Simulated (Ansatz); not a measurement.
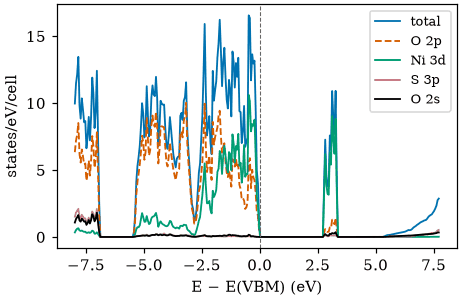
Total and projected density of states of NiSO₄ in space group Cmcm (No. 63; Ni on 4a, S on 4c, O on 8g, O on 8f), r²SCAN (plane waves, PAW; program Ansatz)

### Question
Which orbitals carry the states next to the gap?

### Answer
Top 1 eV of the valence band: Ni 3d 62 %, O 2p 36 %. Bottom 1 eV of the conduction band: Ni 3d 83 %, O 2p 11 %. Projections are on Löwdin-orthogonalised atomic valence shells; empty p or d shells of many metals are not among them.

### Question
Where is the tallest occupied peak in this window, and what makes it?

### Answer
Near -0.5 eV, about 17 states/eV per cell; the largest projected share is Ni 3d.

The workflow started from a Materials Project entry (that database holds measured and hypothetical structures alike); the Crystallography Open Database files this formula in space group No. 63, but the cells were not matched. Whether it is the stable phase at ambient conditions was not checked. The r²SCAN relaxation kept the symmetry of its start, as lowered by the spin order; its stability against distortions is not shown here. Spin order of the final state: antiferromagnetic, chosen from 2 collinear starts compared on coarse meshes (ties went to the first, and starts can fall back to one state), not a proven ground state. Other orbital occupations within this spin state were not tried. No Hubbard U is applied.

Potentials: the later of the program's two PAW sets.
